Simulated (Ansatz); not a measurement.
## G0W0 on several functionals: Ga2O3 (R-3c)

Aim: G0W0 for Ga2O3 (R-3c) on several starting functionals, at one mesh, band count and screening cutoff.

Program: Ansatz 0.2.0. Level of theory: G0W0 on several functionals, plane waves, PAW. Results are calculated unless marked as measured.

## Step 1: Starting point

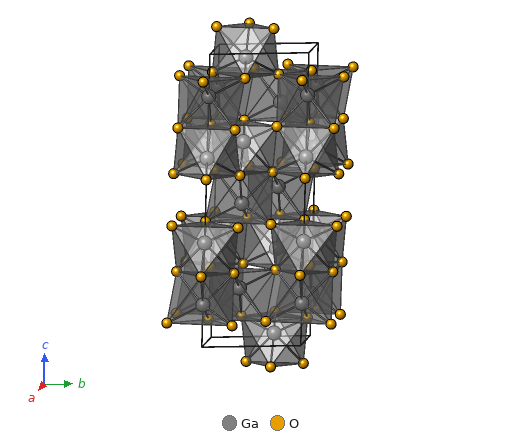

The cell as given, slightly off an axis (gallium grey, oxygen orange). This picture shows the conventional cell, with its axes. Some periodic images of atoms are drawn too.

Structure file:

```cif
data_structure
_symmetry_space_group_name_H-M 'P 1'
_symmetry_Int_Tables_number 1
_cell_length_a 5.3317
_cell_length_b 5.3317
_cell_length_c 5.3317
_cell_angle_alpha 55.894
_cell_angle_beta 55.894
_cell_angle_gamma 55.894
_cell_volume 96.97
loop_
_atom_site_label
_atom_site_type_symbol
_atom_site_fract_x
_atom_site_fract_y
_atom_site_fract_z
_atom_site_occupancy
Ga1 Ga 0.85559 0.85559 0.85559 1
Ga2 Ga 0.64441 0.64441 0.64441 1
Ga3 Ga 0.14441 0.14441 0.14441 1
Ga4 Ga 0.35559 0.35559 0.35559 1
O5 O 0.75000 0.44683 0.05317 1
O6 O 0.44683 0.05317 0.75000 1
O7 O 0.05317 0.75000 0.44683 1
O8 O 0.25000 0.55317 0.94683 1
O9 O 0.94683 0.25000 0.55317 1
O10 O 0.55317 0.94683 0.25000 1
```

The cell and positions are those that the Materials Project relaxed with its own functionals (PBE, PBE+U or r2SCAN), kept fixed. This is not the form that Ga2O3 usually takes at ambient conditions. The default PAW set here is soft_2. Its files were made with PBE.

## Step 2: G0W0 on PBE

G0W0 replaces the xc potential by the self-energy, built once from these orbitals. Only a window of levels is corrected, while the sums run over the empty bands that the input names.

This step: G0W0 on PBE, plane waves, PAW.

The input, input.yaml:

```yaml
crystal:
  lattice:
    - [2.4986991939, 1.4426246522, 4.4835497685]
    - [-2.4986991939, 1.4426246522, 4.4835497685]
    - [0.0, -2.8852493044, 4.4835497685]
  atoms:
    - { symbol: Ga, position: [0.85558558, 0.85558558, 0.85558558] }
    - { symbol: Ga, position: [0.64441442, 0.64441442, 0.64441442] }
    - { symbol: Ga, position: [0.14441442, 0.14441442, 0.14441442] }
    - { symbol: Ga, position: [0.35558558, 0.35558558, 0.35558558] }
    - { symbol: O, position: [0.75, 0.44683282, 0.05316718] }
    - { symbol: O, position: [0.44683282, 0.05316718, 0.75] }
    - { symbol: O, position: [0.05316718, 0.75, 0.44683282] }
    - { symbol: O, position: [0.25, 0.55316718, 0.94683282] }
    - { symbol: O, position: [0.94683282, 0.25, 0.55316718] }
    - { symbol: O, position: [0.55316718, 0.94683282, 0.25] }
kpoints:
  mp_grid: { grid: [4, 4, 4] }
hamiltonian:
  xc: pbe
scf:
  occupations: { method: fixed }
gw:
  n_empty_bands: 207
  ecut_chi: 96
  qp_bands: [v3, c3]
  qp_kpoints: band_edges
  screening: { model: contour_deformation }
```

On the command line:

```bash
ansatz run input.yaml --threads 3 --pin off --max-ram 92160MiB --backend cuda --events-out ev --progress --plain --runs-dir out --devices 1 --max-vram 13GiB  # rebuilt from the run's record
```

Numbers of over 12 decimals in the logs are rounded to 6 here.

Log:

```text
GPUs: using 1 of 1 available (devices: 1).
Engine: ansatz 0.2.0, x86_64-unknown-linux-gnu
Pseudopotentials: kind: paw
Pseudopotential: Ga, paw, valence charge 13, recommended cutoff 420 eV (normal), Ga.paw.azcp
Pseudopotential: O, paw, valence charge 6, recommended cutoff 420 eV (normal), O.paw.azcp
Functional definition: PBE
  parameter kappa = 0.804
  parameter beta = 0.066725
  exchange = pbe_x(kappa = kappa, mu = beta*pi^2/3)
  correlation = pbe_c(beta = beta)
device memory: the entry about to start is reckoned to put 2.3 GiB on a device that reports 52.8 GiB free (of which the cap on the GPU budget leaves the run 13.0 GiB)
GPU FFT provider: cuFFT
GPU libraries: cuBLAS 13.8.2, cuFFT 12.4.0, cuSOLVER 12.3.4
Crystal: 10 atoms, lattice volume = 96.971 Å³
Basis set: ecut = 420 eV, 1899 PW (Γ)
Bands: 54, of which v1, the nominal top of the filled ones, is band 44 counted from 1 (43 counted from 0)
Symmetry: 12 space group operations
Space group: R-3c (ITA 167), of the structure as read, at distance tolerance 4.6e-5 Å
k-points: 13 of 64
Non-local potential: Ga, projectors of the file, l = 0: 2, l = 1: 2, l = 2: 3, l = 3: 1
Non-local potential: O, projectors of the file, l = 0: 2, l = 1: 2, l = 2: 1
PAW form: soft (Blöchl's): semilocal exchange-correlation on the pseudo side does not see the compensation charge
PAW one-centre angular grid: Ga, 590 points (default); XC on 64 Gauss nodes
PAW one-centre angular grid: O, 110 points (default); XC on 64 Gauss nodes
Initial density: superposition of atomic densities (neutral atoms: chi_scale 0, normalization atom), corrected by the library's trained network
Initial wavefunctions: pseudopotential atomic-orbital guess
GPU buffer pool allocated for 46656 grid points (all kernels)
GPU transforms: local potential and band sums: pruned to the plane-wave sphere, on 36×36×36
Functional: x = pbe(κ = 0.804, μ = 0.219515), c = pbe(β = 0.066725)
SCF iter   1: F=—  HF=-18539.724869 eV  |F-HF|=—  |Δ(HF+E_count)|=         —  Δρ=1.02e-3  dr2=2.21e-4  ethr=1.77e-3  ⟨swp⟩=4.9  Hψ=2185  notcnv=0  defer=103
preconditioner: auto → Resta (q_TF=auto, 2.685 Å⁻¹)  ε∞=4.8  [insulator: Δε(μ)=2.824 eV  Ē_g=18.161 eV  n_scr=26 (ndim 8)  ℏωp=35.4 eV  f_vac=0.015  ε∞_Penn≈4.8]
SCF iter   2: F=—  HF=-18539.725142 eV  |F-HF|=—  |Δ(HF+E_count)|=   2.73e-4  Δρ=5.68e-4  dr2=6.67e-5  ethr=2.51e-7  ⟨swp⟩=2.8  Hψ=1611  notcnv=0  defer=104
SCF iter   3: F=—  HF=-18539.725505 eV  |F-HF|=—  |Δ(HF+E_count)|=   3.64e-4  Δρ=2.57e-4  dr2=1.87e-5  ethr=7.58e-8  ⟨swp⟩=2.0  Hψ=1120  notcnv=0  defer=83
SCF iter   4: F=—  HF=-18539.725585 eV  |F-HF|=—  |Δ(HF+E_count)|=   7.97e-5  Δρ=3.61e-5  dr2=1.07e-6  ethr=2.12e-8  ⟨swp⟩=2.0  Hψ=1220  notcnv=0  defer=102
SCF iter   5: F=—  HF=-18539.725587 eV  |F-HF|=—  |Δ(HF+E_count)|=   2.02e-6  Δρ=1.29e-5  dr2=1.77e-7  ethr=1.22e-9  ⟨swp⟩=2.0  Hψ=1200  notcnv=0  defer=102
SCF iter   6: F=-18539.725587 eV  HF=-18539.725587 eV  |F-HF|=1.34e-8  |Δ(HF+E_count)|=   2.74e-7  Δρ=6.10e-6  dr2=2.27e-8  ethr=1.14e-10  ⟨swp⟩=10.2  Hψ=2512  notcnv=0
SCF 1 converged in 6 iterations: F = -18539.725587 eV  dr2 = 2.27e-8
  greatest PAW one-centre occupation: 0.998 electrons in one spin orbital (limit 2), on the Ga atom at site 2 (counted from 0), in its partial waves of l = 2
device memory: the entry about to start is reckoned to put 2.8 GiB on a device that reports 52.3 GiB free (of which the cap on the GPU budget leaves the run 13.0 GiB)
NSCF: frozen V_eff on 13 k-points
the band table was solved once the SCF had ended and its energy, with any forces and stress, was formed, with the checks that follow a solve (2688 applications of the Hamiltonian). They found nothing against the state; the energy, forces and stress were not computed again (output.eigenvalues in the input reference)
device memory: the entry about to start is reckoned to put 4.1 GiB on a device that reports 51.6 GiB free (of which the cap on the GPU budget leaves the run 13.0 GiB)
NSCF: frozen V_eff on 13 k-points
G₀W₀ screening: q 1/13
[... further progress lines ...]
device memory: the entry about to start is reckoned to put 0.7 GiB on a device that reports 46.5 GiB free (of which the cap on the GPU budget leaves the run 13.0 GiB)
NSCF: frozen V_eff on 1 k-points
device memory: the entry about to start is reckoned to put 0.7 GiB on a device that reports 46.5 GiB free (of which the cap on the GPU budget leaves the run 13.0 GiB)
NSCF: frozen V_eff on 1 k-points
device memory: the entry about to start is reckoned to put 0.7 GiB on a device that reports 46.5 GiB free (of which the cap on the GPU budget leaves the run 13.0 GiB)
NSCF: frozen V_eff on 1 k-points
SCF converged after 6 iterations
Free energy (F): -18539.725587 eV
Harris-Foulkes:  -18539.725587 eV  (|F-HF|=1.34e-8)
Internal energy: -18539.725587 eV  (E = F + TS)
E sigma→0 (E₀):  -18539.725587 eV
Fermi energy:    9.108500 eV
--- Per-component energies (eV) ---
  E_band       = 7.470285
  E_kinetic    = 1524.242107
  E_local      = -8530.725543  (includes V_loc(G=0)·N_el)
  E_nonlocal   = 2024.137052
  E_hartree    = 3856.543503
  E_xc         = -713.426809
  E_vxc        = -791.904737  (∫ρ·V_xc dr)
  E_paw        = -8946.901422  (= ΣΔE_a)
  E_vpaw       = -1931.386655  (= ΣTr[D̂ρ^β])
  E_aug_tail   = 0.014649  (compensation charges beyond the density's cutoff)
  E_ewald      = -7753.609124
  E_smearing   = -0.000000  (= −TS)
  E_closure    = -0.000000  (closes the sum)
  Σ components = -18539.725587   (vs F -18539.725587, Δ=0.00e0)
--- Band table (eV; the first three rows and the last of 13) ---
  k-point 0: bands = [... 40 lower, 8.8345, 8.8345, 8.8974, 8.8974, 11.9367, 15.8182, 15.9706, 18.0316, ... 6 higher]
  k-point 1: bands = [... 40 lower, 8.5390, 8.5970, 8.9579, 9.1085, 13.5114, 15.6469, 16.4592, 17.3125, ... 6 higher]
  k-point 2: bands = [... 40 lower, 8.1715, 8.1715, 8.9972, 8.9972, 15.5381, 15.5381, 15.8705, 15.8705, ... 6 higher]
  k-point 12: bands = [... 40 lower, 8.8499, 8.8499, 8.8499, 8.8499, 14.9936, 14.9936, 17.0054, 17.0054, ... 6 higher]
--- G₀W₀: contour deformation, 6 samples at zero and on the imaginary axis and 2 off it, 64 q-points, 207 empty bands' worth ---
  eigenvalues of the whole cell's RPA ε∞ on this k-mesh (on a slab, of 1 + 4πα/V) = 4.2010, 4.3344, 4.3344; static W/v taken at q = 0 is 0.233007
  bands read: the sum over 251 bands ends inside a degenerate multiplet in 4 slots, whose members it reads at an even weight; the widest, k=12: bands 251 to 254 (counted from 1) at 1/4 each
  gw.qp_kpoints: band_edges: 13 of 13 stored k-points solved, in 1 pass; an edge of the gap read off the rows below is read off those points alone
    ik  band        ε_KS         Σx   Σc(E_QP)       V_xc       Z   E_QP_lin       E_QP  E_QP is
     0    42      8.8345   -28.1429     4.8086   -22.6203  0.7747     8.1148     8.1206  root
     0    43      8.8974   -27.0408     4.7974   -21.6108  0.7719     8.2603     8.2649  root
     0    44      8.8974   -27.0408     4.7974   -21.6108  0.7719     8.2603     8.2649  root
     0    45     11.9367   -13.4239    -3.5326   -17.9528  0.8326    12.9391    12.9330  root
     0    46     15.8182   -13.0208    -4.2642   -18.8227  0.8140    17.3789    17.3558  root
     0    47     15.9706    -9.8982    -4.3922   -15.4035  0.8273    17.0950    17.0837  root
     1    42      8.5970   -26.6823     4.7227   -21.3077  0.7722     7.9400     7.9450  root
     1    43      8.9579   -27.2555     4.8626   -21.7332  0.7715     8.2931     8.2982  root
     1    44      9.1085   -27.6186     4.8744   -22.0923  0.7722     8.4518     8.4567  root
     1    45     13.5114   -14.5986    -3.4051   -19.1812  0.8190    14.6989    14.6889  root
     1    46     15.6469   -12.7820    -4.2203   -18.4692  0.8171    17.1339    17.1138  root
     1    47     16.4592   -12.0873    -4.4453   -17.9661  0.8121    17.9143    17.8925  root
     2    42      8.1715   -26.2790     4.9878   -20.5239  0.7664     7.3964     7.4042  root
     2    43      8.9972   -27.5985     4.8784   -22.0437  0.7722     8.3155     8.3208  root
     2    44      8.9972   -27.5985     4.8784   -22.0437  0.7722     8.3155     8.3208  root
     2    45     15.5381   -13.3396    -4.1580   -18.9126  0.8140    16.9722    16.9530  root
     2    46     15.5381   -13.3396    -4.1580   -18.9126  0.8140    16.9722    16.9530  root
     2    47     15.8705   -12.6845    -4.2683   -18.3566  0.8139    17.2940    17.2743  root
     3    42      8.6005   -27.4352     4.8877   -21.8071  0.7716     7.8535     7.8602  root
     3    43      8.8661   -27.0360     4.8639   -21.5059  0.7710     8.1947     8.1999  root
     3    44      8.9172   -27.8685     4.7523   -22.4608  0.7747     8.2570     8.2618  root
     3    45     13.8209   -14.7237    -3.4491   -19.3936  0.8167    15.0528    15.0417  root
     3    46     15.7402   -12.6904    -4.2590   -18.4148  0.8172    17.2258    17.2055  root
     3    47     16.5418   -12.2390    -4.4593   -18.1519  0.8101    18.0185    17.9954  root
[...]
11    46     15.8627   -13.4260    -4.2715   -19.1749  0.8114    17.3624    17.3401  root
    11    47     16.4338   -13.3125    -4.4240   -19.2629  0.8066    17.9864    17.9602  root
    12    42      8.8499   -27.6093     4.8156   -22.1203  0.7730     8.1713     8.1765  root
    12    43      8.8499   -27.6093     4.8156   -22.1203  0.7730     8.1713     8.1765  root
    12    44      8.8499   -27.6093     4.8156   -22.1203  0.7730     8.1713     8.1765  root
    12    45     14.9936   -13.6976    -3.9265   -18.9515  0.8140    16.3368    16.3209  root
    12    46     14.9936   -13.6976    -3.9265   -18.9515  0.8140    16.3368    16.3209  root
    12    47     17.0054   -11.5408    -4.6854   -17.6870  0.8151    18.4898    18.4662  root
```

Elapsed: 26 s, on 1 × NVIDIA H100 80GB HBM3 (shared by 6 runs) with 3 threads of AMD EPYC 7R13 (Zen 3), shared host; peak memory 1.3 GiB.

The column dr2 measures how far the density is from self-consistency, as an energy; F and HF (Harris–Foulkes) agree once it is small.

Numbers from this step:

```
bands summed                                 : 251
RPA ε∞ on this mesh (eigenvalues)            : 4.201, 4.334, 4.334
plane waves in the screening matrix          : 193
q-points in the mesh                         : 64
G0W0 gap on the mesh                         : 4.476 eV
k of the valence top                         : 0, 0, 0.25
k of the conduction bottom                   : 0, 0, 0
starting gap on the mesh                     : 2.828 eV
Z at the valence top                         : 0.7722
Z at the conduction bottom                   : 0.8326
least direct G0W0 gap on the computed points : 4.668 eV
```

The gap on the mesh goes from 2.83 eV to 4.48 eV, a correction of +1.65 eV. Between the two edge states, bare exchange in place of the xc potential would open the gap by 10.06 eV, and correlation takes back 8.41 eV.

(Part 1 of 2 ends here.)

[Paths, hosts, dates, memory and timing lines, banners, echoed tables and standing remarks are left out of the program output.]

[Logs are printed without paths, hosts, clocks, repeated set-up lines and the standing remarks that a program may print on its own settings, such as how far it seeks lower states.]

[Runs of the session that timed out or met a known fault of the program may be left out.]

[Cells called generated may have been cut or substituted from an entry of the Crystallography Open Database or the Materials Project.]

[Hosts, paths, dates, database ids (printed as entryN), source tags and the programs' standing remarks are cut or masked in the printed files.]
